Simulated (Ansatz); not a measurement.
Run report: Si₃₂C, geometry relaxation (part 4 of 4)

Continued. System: Si₃₂C (defect cell, 33 atoms in the cell). Method: DFT PBE, scalar-relativistic, plane waves, PAW, no spin polarisation (Ansatz 0.2.0); cutoff 420 eV, 3×3×3 k-mesh, Gaussian smearing of 0.01 eV. The structure derives from a Materials Project entry. It belongs to a series of runs on one base structure; here: C interstitial, charge +0, atoms relaxed at the host's cell.

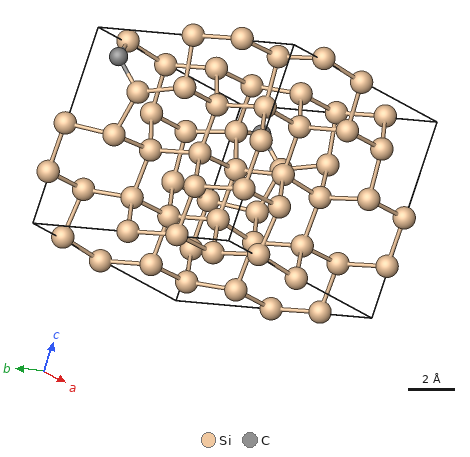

Fig. 1: The geometry at step 13 of the log (ball-and-stick view of the cell of the calculation, seen at an oblique angle).

## Trajectory as extended XYZ, continued
```
33
Lattice="5.4701 5.4701 -5.4701 -5.4701 5.4701 5.4701 5.4701 -5.4701 5.4701" Properties=species:S:1:pos:R:3:forces:R:3 step=10 energy=-20592.82257
Si    4.0549    1.3057    6.9073    0.0782   0.0188   0.0482
Si   -1.3804    4.1117    4.1328    0.0074   0.0179   0.0338
Si   -1.4275    1.4215    6.8274    0.1256  -0.1290   0.0611
Si    1.3139    4.0813    6.8973    0.0221   0.0277   0.0203
Si    4.1627    4.2011    4.3551   -0.1512  -0.1652   0.4428
Si    1.2618    1.3113    9.8229    0.1755   0.1186   0.4506
Si    1.3298   -1.3384    1.3357    0.1468  -0.1403   0.3115
Si    4.1546    1.4083    1.4380   -0.0184  -0.0875   0.0429
Si    6.8261    1.3755   -1.3510   -0.0398   0.0040   0.0092
Si    4.0850   -1.3620    4.1188    0.0056   0.0418   0.0090
Si   -1.3902    1.3853    1.4046   -0.0418   0.0254   0.0245
Si    1.3826    4.1500    1.4292   -0.0240  -0.0197   0.0199
Si    4.0594    4.0802   -1.3481   -0.0112  -0.0036  -0.0597
Si    1.3824    1.4038    4.1214    0.0014   0.0172  -0.0580
Si    1.4088   -1.4179    6.7726   -0.0539   0.0536  -0.1288
Si    1.3538    6.8431   -1.3388   -0.0239  -0.0129   0.0357
Si    2.7313    0.0080    5.4594    0.0223  -0.0208  -0.0243
Si   -2.7475    2.7424    2.7694   -0.0696   0.0634   0.1303
Si    2.7186    5.4725    0.0094   -0.0126   0.0543  -0.0077
Si   -0.0099    2.7449    5.4791   -0.0498   0.0178  -0.0124
Si    2.8065    2.8212    2.7853    0.1372   0.1508  -0.0389
Si    0.0251   -0.0325    8.0227   -0.0091   0.0068  -1.1998
Si   -0.0212    8.1200    0.0936   -0.1068   0.0536   0.0263
Si    2.8083    0.0154    0.0922   -0.0548   0.1194   0.0306
Si   -0.0065    5.4660    2.7930   -0.0092   0.0003   0.0014
Si    2.6848   -2.6926    2.7472    0.0450  -0.0422   0.0934
Si    8.1131    0.0230    0.0894   -0.0112   0.0426   0.0993
Si   -0.0311    2.8246    0.0911   -0.0418   0.0157   0.0930
Si    2.6441    2.6582   -2.6878   -0.1532  -0.1348  -0.0355
Si   -0.0141    0.0064    2.7466   -0.0017   0.0060   0.0224
Si    5.4544    2.7287   -0.0109    0.0225  -0.0202  -0.0266
Si    5.4669   -0.0006    2.7923    0.0012   0.0119   0.0024
C     0.2307   -0.2315   -1.1541    0.0931  -0.0914  -0.4181
33
Lattice="5.4701 5.4701 -5.4701 -5.4701 5.4701 5.4701 5.4701 -5.4701 5.4701" Properties=species:S:1:pos:R:3:forces:R:3 step=11 energy=-20593.12184
Si    4.0589    1.3059    6.9234   -0.0442  -0.0327   0.0249
Si   -1.3873    4.1286    4.1475   -0.0522   0.0409   0.0282
Si   -1.4288    1.4225    6.8008   -0.1038   0.1050  -0.1438
Si    1.3144    4.0790    6.9047   -0.0455  -0.0406   0.0307
Si    4.1630    4.2051    4.4201    0.4441   0.2190  -0.1098
Si    1.2600    1.3062    9.8891   -0.2299  -0.4422  -0.1017
Si    1.3652   -1.3733    1.4114   -0.0557   0.0718  -0.0809
Si    4.1561    1.4032    1.4533    0.0365   0.0481   0.0243
Si    6.8195    1.3612   -1.3443    0.0180  -0.0523   0.0119
Si    4.1007   -1.3556    4.1256    0.0565  -0.0229   0.0179
Si   -1.4083    1.4027    1.4386    0.0032  -0.0178   0.0240
Si    1.3855    4.1493    1.4358    0.0354   0.0445   0.0303
Si    4.0418    4.0689   -1.3646   -0.0501  -0.0160  -0.0566
Si    1.3945    1.4217    4.1054    0.0154   0.0513  -0.0581
Si    1.4258   -1.4348    6.7080    0.1492  -0.1480  -0.1506
Si    1.3362    6.8497   -1.3236   -0.0457   0.0560   0.0357
Si    2.7463    0.0206    5.4438    0.0400   0.0540  -0.0534
Si   -2.7691    2.7630    2.7956   -0.1182   0.1166   0.0600
Si    2.7099    5.4738   -0.0002   -0.0437  -0.0197  -0.0526
Si   -0.0104    2.7540    5.4694    0.0171   0.0464  -0.0502
Si    2.8462    2.8630    2.7908    0.0151   0.0262   0.1728
Si    0.0300   -0.0380    7.8499    0.0070  -0.0084  -0.3288
Si   -0.0281    8.1303    0.1267    0.0875   0.0377   0.1208
Si    2.8006    0.0226    0.1254   -0.0400  -0.0986   0.1347
Si   -0.0084    5.4600    2.7948    0.0129  -0.0273   0.0259
Si    2.7113   -2.7188    2.7827    0.1507  -0.1451   0.1434
Si    8.1080    0.0342    0.1201    0.0135   0.0721   0.0818
Si   -0.0418    2.8274    0.1219   -0.0602  -0.0088   0.0664
Si    2.6006    2.6187   -2.6804   -0.0207  -0.0113   0.1720
Si   -0.0153    0.0084    2.7554    0.0226  -0.0206   0.0891
Si    5.4420    2.7147   -0.0270   -0.0541  -0.0381  -0.0529
Si    5.4731    0.0016    2.7948    0.0277  -0.0136   0.0238
C     0.2392   -0.2416   -1.3519   -0.1889   0.1750  -0.0815
33
Lattice="5.4701 5.4701 -5.4701 -5.4701 5.4701 5.4701 5.4701 -5.4701 5.4701" Properties=species:S:1:pos:R:3:forces:R:3 step=12 energy=-20593.27812
Si    4.0477    1.2999    6.9533   -0.0115   0.1105  -0.0131
Si   -1.4140    4.1554    4.1624   -0.0037   0.0314   0.0069
Si   -1.4601    1.4529    6.7225   -0.0098   0.0168  -0.0199
Si    1.3159    4.0626    6.9248    0.1032  -0.0093  -0.0350
Si    4.2388    4.2551    4.4317   -0.1596  -0.2134   0.0011
Si    1.2091    1.2252    9.9010    0.2166   0.1270  -0.0123
Si    1.3707   -1.3765    1.4578    0.1431  -0.1735   0.1773
Si    4.1613    1.4161    1.4841   -0.1086   0.0073  -0.0188
Si    6.8307    1.3294   -1.3349    0.0187  -0.0416   0.0377
Si    4.1374   -1.3653    4.1390    0.0321  -0.0162   0.0161
Si   -1.4156    1.4100    1.4804   -0.1137   0.0950   0.1899
Si    1.3990    4.1488    1.4549    0.0239  -0.1101  -0.0335
Si    4.0192    4.0566   -1.3728    0.0148  -0.0166   0.0154
Si    1.4072    1.4485    4.0965    0.0182  -0.0164   0.0175
Si    1.4647   -1.4715    6.6229   -0.0734   0.0629   0.0092
Si    1.3072    6.8728   -1.3053   -0.0399   0.0164  -0.0043
Si    2.7751    0.0398    5.4124    0.0133  -0.0036   0.0456
Si   -2.8094    2.7978    2.8250    0.0951  -0.0654  -0.1455
Si    2.6796    5.4686   -0.0301   -0.0088  -0.0012   0.0621
Si   -0.0074    2.7855    5.4395    0.0065   0.0010   0.0586
Si    2.8827    2.9041    2.8448    0.0355  -0.0042  -0.0536
Si    0.0226   -0.0331    7.6776    0.0431  -0.0362  -0.5405
Si   -0.0233    8.1442    0.1759   -0.1272  -0.0255   0.0769
Si    2.7879    0.0141    0.1772    0.0328   0.1628   0.0548
Si   -0.0079    5.4468    2.8066   -0.0248   0.0232  -0.0749
Si    2.7512   -2.7529    2.8240   -0.0890   0.0677  -0.1501
Si    8.1277    0.0360    0.1506    0.0615  -0.1257   0.0468
Si   -0.0411    2.8043    0.1508    0.1222  -0.0480   0.0541
Si    2.5647    2.5821   -2.6255   -0.0208  -0.0449  -0.0472
Si   -0.0105    0.0063    2.7889   -0.0641   0.0578  -0.0251
Si    5.4245    2.6860   -0.0563    0.0061  -0.0057   0.0347
Si    5.4867    0.0010    2.8044   -0.0204   0.0175  -0.0610
C     0.2087   -0.2164   -1.5409   -0.1115   0.1604   0.3299
33
Lattice="5.4701 5.4701 -5.4701 -5.4701 5.4701 5.4701 5.4701 -5.4701 5.4701" Properties=species:S:1:pos:R:3:forces:R:3 step=13 energy=-20593.33584
Si    4.0406    1.3140    6.9519   -0.0015  -0.0158  -0.0149
Si   -1.4101    4.1712    4.1632   -0.0005   0.0041  -0.0085
Si   -1.4766    1.4695    6.6642    0.0036   0.0009   0.0284
Si    1.3205    4.0533    6.9372   -0.0303   0.0241  -0.0054
Si    4.2388    4.2393    4.4256   -0.0207  -0.0247  -0.0141
Si    1.2269    1.2272    9.8979    0.0042   0.0104  -0.0143
Si    1.3860   -1.3931    1.4958   -0.0123   0.0165  -0.0170
Si    4.1497    1.4222    1.4816    0.0178   0.0005  -0.0137
Si    6.8535    1.2975   -1.3230    0.0079  -0.0031  -0.0163
Si    4.1654   -1.3900    4.1468    0.0031  -0.0092  -0.0175
Si   -1.4220    1.4147    1.5001    0.0299  -0.0267  -0.0175
Si    1.4102    4.1431    1.4669   -0.0267   0.0304  -0.0049
Si    4.0225    4.0384   -1.3674    0.0129   0.0147  -0.0012
Si    1.4245    1.4404    4.1035   -0.0127  -0.0134  -0.0028
Si    1.4654   -1.4732    6.6238   -0.0081   0.0146   0.0480
Si    1.2920    6.8741   -1.3066   -0.0011  -0.0004  -0.0069
Si    2.7964    0.0231    5.4131   -0.0262   0.0145   0.0303
Si   -2.8058    2.7993    2.8275    0.0079  -0.0117  -0.0015
Si    2.6649    5.4561   -0.0420    0.0131   0.0000   0.0051
Si    0.0073    2.7985    5.4284   -0.0036  -0.0132   0.0062
Si    2.8924    2.9054    2.8470   -0.0133  -0.0482   0.0241
Si    0.0052   -0.0085    7.6101    0.0081  -0.0155   0.1617
Si   -0.0250    8.1494    0.1933    0.0530   0.0095  -0.0143
Si    2.7850    0.0177    0.1936   -0.0097  -0.0578  -0.0111
Si   -0.0104    5.4569    2.7943    0.0204   0.0162   0.0068
Si    2.7666   -2.7739    2.8228    0.0203  -0.0156   0.0388
Si    8.1459   -0.0017    0.1732    0.0258   0.0504   0.0208
Si   -0.0060    2.7884    0.1739   -0.0469  -0.0277   0.0196
Si    2.5562    2.5698   -2.6221    0.0674   0.0276   0.0117
Si   -0.0161    0.0094    2.8021    0.0095  -0.0113  -0.0043
Si    5.4398    2.6665   -0.0578   -0.0166   0.0268   0.0321
Si    5.4771    0.0039    2.7946   -0.0173  -0.0203   0.0057
C     0.0709   -0.0745   -1.5704   -0.0584   0.0540  -0.2521
33
Lattice="5.4701 5.4701 -5.4701 -5.4701 5.4701 5.4701 5.4701 -5.4701 5.4701" Properties=species:S:1:pos:R:3:forces:R:3 step=14 energy=-20593.34412
Si    4.0518    1.3222    6.9439   -0.0068   0.0159   0.0116
Si   -1.4034    4.1675    4.1579    0.0039   0.0003   0.0016
Si   -1.4809    1.4753    6.6598   -0.0051  -0.0034  -0.0220
Si    1.3183    4.0588    6.9387    0.0134  -0.0012   0.0134
Si    4.2322    4.2370    4.4166   -0.0035  -0.0086  -0.0016
Si    1.2241    1.2293    9.8858    0.0275   0.0183  -0.0118
Si    1.3908   -1.3971    1.4980    0.0196  -0.0199  -0.0020
Si    4.1411    1.4121    1.4738   -0.0149   0.0088   0.0119
Si    6.8548    1.3015   -1.3164    0.0090  -0.0019   0.0013
Si    4.1624   -1.3913    4.1538    0.0019  -0.0060   0.0031
Si   -1.4080    1.4017    1.4971   -0.0140   0.0139   0.0025
Si    1.4051    4.1451    1.4687    0.0031  -0.0119   0.0135
Si    4.0350    4.0443   -1.3583   -0.0116  -0.0128   0.0026
Si    1.4200    1.4293    4.1111    0.0107   0.0111   0.0045
Si    1.4707   -1.4763    6.6483   -0.0146   0.0055  -0.0296
Si    1.2964    6.8669   -1.3122   -0.0017  -0.0025   0.0001
Si    2.7940    0.0209    5.4266   -0.0121  -0.0123   0.0037
Si   -2.7898    2.7835    2.8281    0.0102  -0.0113   0.0112
Si    2.6659    5.4542   -0.0396   -0.0016   0.0089  -0.0030
Si    0.0097    2.7979    5.4301   -0.0047   0.0012  -0.0044
Si    2.8791    2.8884    2.8471    0.0378   0.0183   0.0033
Si   -0.0057   -0.0055    7.5998    0.0114   0.0015  -0.0474
Si   -0.0098    8.1555    0.1820   -0.0221  -0.0081  -0.0188
Si    2.7777    0.0037    0.1815    0.0054   0.0236  -0.0182
Si   -0.0076    5.4651    2.7963    0.0033   0.0116  -0.0065
Si    2.7720   -2.7781    2.8295   -0.0086   0.0048   0.0130
Si    8.1493   -0.0002    0.1762   -0.0051  -0.0144  -0.0121
Si   -0.0059    2.7841    0.1759    0.0136   0.0033  -0.0102
Si    2.5769    2.5862   -2.6241   -0.0369  -0.0551   0.0211
Si   -0.0084    0.0020    2.8046    0.0024   0.0016   0.0011
Si    5.4431    2.6699   -0.0432    0.0159   0.0118   0.0047
Si    5.4686    0.0013    2.7963   -0.0133  -0.0031  -0.0065
C     0.0121   -0.0209   -1.5908   -0.0127   0.0126   0.0697
33
Lattice="5.4701 5.4701 -5.4701 -5.4701 5.4701 5.4701 5.4701 -5.4701 5.4701" Properties=species:S:1:pos:R:3:forces:R:3 step=15 energy=-20593.34544
Si    4.0485    1.3230    6.9429    0.0001  -0.0026   0.0010
Si   -1.4010    4.1684    4.1562    0.0060   0.0003  -0.0004
Si   -1.4813    1.4734    6.6524    0.0042   0.0070   0.0044
Si    1.3170    4.0552    6.9427   -0.0027  -0.0010   0.0005
Si    4.2335    4.2389    4.4175   -0.0007  -0.0013   0.0077
Si    1.2254    1.2309    9.8904   -0.0024  -0.0027  -0.0026
Si    1.3952   -1.4023    1.4965   -0.0033   0.0035   0.0017
Si    4.1405    1.4151    1.4732    0.0027  -0.0013  -0.0002
Si    6.8571    1.3000   -1.3149   -0.0017   0.0006   0.0013
Si    4.1630   -1.3935    4.1551    0.0005   0.0023   0.0009
Si   -1.4089    1.4018    1.4947    0.0057  -0.0053   0.0044
Si    1.4084    4.1465    1.4730   -0.0001   0.0027  -0.0007
Si    4.0329    4.0396   -1.3621    0.0042   0.0037   0.0022
Si    1.4237    1.4304    4.1088   -0.0018  -0.0026  -0.0012
Si    1.4678   -1.4758    6.6511    0.0048   0.0068   0.0026
Si    1.2947    6.8646   -1.3137    0.0010  -0.0053  -0.0003
Si    2.7916    0.0180    5.4267    0.0035  -0.0033   0.0016
Si   -2.7885    2.7814    2.8295   -0.0009   0.0025  -0.0049
Si    2.6653    5.4515   -0.0432   -0.0029  -0.0042   0.0018
Si    0.0113    2.7975    5.4276   -0.0014   0.0067  -0.0004
Si    2.8865    2.8930    2.8492   -0.0046  -0.0061  -0.0043
Si   -0.0024    0.0029    7.6026   -0.0082  -0.0091  -0.0060
Si   -0.0112    8.1537    0.1794   -0.0016   0.0022   0.0008
Si    2.7805    0.0039    0.1805   -0.0013   0.0008  -0.0022
Si   -0.0072    5.4690    2.7950    0.0001   0.0043  -0.0027
Si    2.7753   -2.7823    2.8301    0.0026  -0.0007  -0.0049
Si    8.1473   -0.0056    0.1777    0.0021   0.0034   0.0053
Si   -0.0018    2.7869    0.1788   -0.0039  -0.0016   0.0023
Si    2.5705    2.5770   -2.6209    0.0035   0.0019  -0.0067
Si   -0.0067    0.0003    2.8011   -0.0013   0.0006   0.0023
Si    5.4449    2.6711   -0.0441   -0.0023   0.0002   0.0040
Si    5.4646    0.0008    2.7950   -0.0024  -0.0050  -0.0028
C    -0.0045   -0.0009   -1.5855    0.0023   0.0027  -0.0046
```

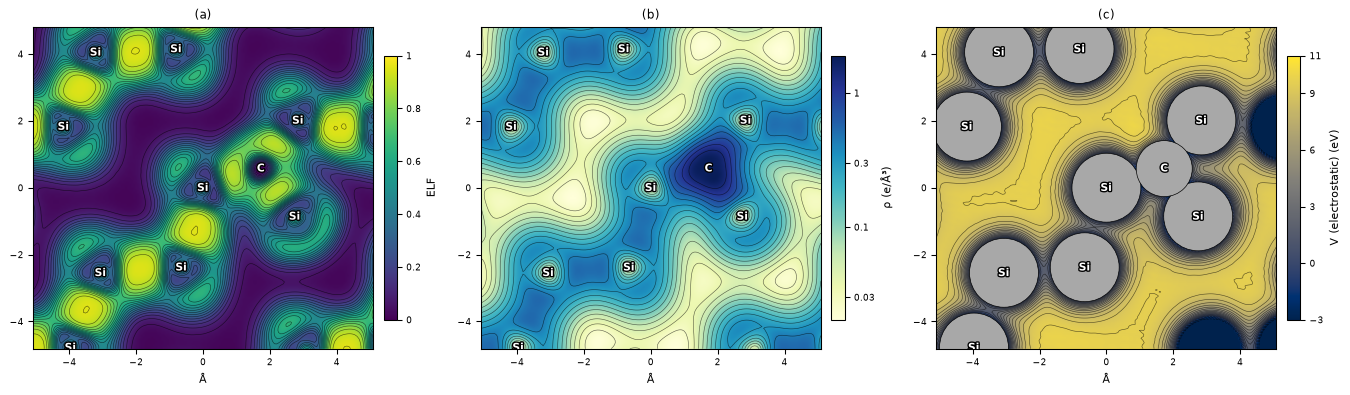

Fig. 2: (a) electron localisation function; (b) valence charge density (pseudo); (c) electrostatic potential energy of an electron on the (011̄) plane of the calculation cell. Grey discs, where drawn, cover atomic cores. Atoms in the plane: Si and C. Si–Si (2.42 Å): the density is about 0.52 e/Å³ at the midpoint, a local maximum along the line; the ELF peaks at about 0.95 between the atoms, which marks localised, shared-pair bonding. Away from the nuclei the density in this plane falls to 0.02 e/Å³ at its lowest. Outside the cores the potential energy rises away from the atoms and is highest about 1.6 Å from the nearest atoms; outside the discs it spans about 13 eV, and its zero is arbitrary. The fields are those of the smooth PAW valence density.
